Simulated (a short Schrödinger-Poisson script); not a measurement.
Stack: MOS inversion layer, Al2O3 on p-type Si(111), at 300 K.

| layer | material | thickness (nm) | Na (cm⁻³) |
|---|---|---|---|
| 1 | Al2O3 | 5.8 | - |
| 2 | Si | 980 | 1.9e17 |

Constants are typed, rounded textbook-type inputs, not results; the design itself was drawn at random and stands for no fabricated device. Al2O3: permittivity 9, conduction-band edge (eV) 2.7, gap (eV) 6.8, electron mass (mₑ) 0.3. Si: permittivity 11.7, conduction-band edge (eV) 0, gap (eV) 1.124, Nv at 300 K (cm⁻³) 3.1e19.

Channel valleys (confinement mass, in-plane density-of-states mass, number): Δ6 0.258, 0.358, 6. At the gate the conduction-band edge of layer 1 lies 2.89 eV − eVg above the Fermi level of the channel; the field vanishes at the back. Gaps are held at their typed values at every temperature. Mesh 0.03 nm at interfaces.

Solved with a short Schrödinger-Poisson script written for these runs: 1D Poisson equation in equilibrium, electrons quantum, Hartree (BenDaniel-Duke, 12 states a valley, the channel's in-plane mass for all, wave functions free to enter the dielectric), parabolic valleys, classical holes, full ionisation, no traps, pinning or gate leakage.

Only gate voltages with over 1e8 electrons/cm² are shown.

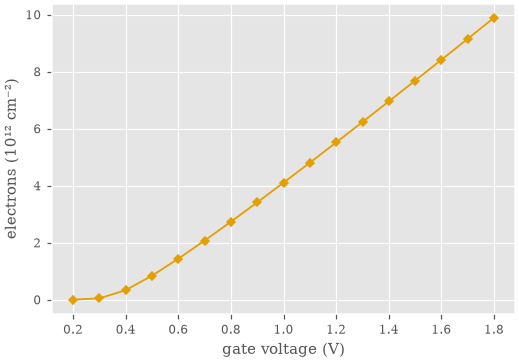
Sheet density against gate voltage

| Vg (V) | electrons (cm⁻²) | C (μF/cm²) | Δ6 E0 (meV) | Δ6 E1 (meV) |
|---|---|---|---|---|
| 0.2 | 1.94e9 | 0.136 | 244.6 | 313.8 |
| 0.3 | 4.62e10 | 0.303 | 162.5 | 234.5 |
| 0.4 | 3.34e11 | 0.730 | 111.0 | 186.2 |
| 0.5 | 8.43e11 | 0.920 | 86.6 | 165.5 |
| 0.6 | 1.44e12 | 1.00 | 72.3 | 154.7 |
| 0.7 | 2.07e12 | 1.05 | 62.4 | 148.1 |
| 0.8 | 2.74e12 | 1.08 | 54.7 | 143.7 |
| 0.9 | 3.41e12 | 1.10 | 48.5 | 140.5 |
| 1 | 4.11e12 | 1.12 | 43.3 | 138.2 |
| 1.1 | 4.81e12 | 1.13 | 38.7 | 136.5 |
| 1.2 | 5.52e12 | 1.14 | 34.7 | 135.1 |
| 1.3 | 6.23e12 | 1.15 | 31.1 | 134.1 |
| 1.4 | 6.96e12 | 1.16 | 27.8 | 133.3 |
| 1.5 | 7.68e12 | 1.17 | 24.8 | 132.7 |
| 1.6 | 8.42e12 | 1.18 | 21.9 | 132.2 |
| 1.7 | 9.15e12 | 1.18 | 19.3 | 131.9 |
| 1.8 | 9.89e12 | 1.19 | 16.8 | 131.6 |

Subbands count from the Fermi level.
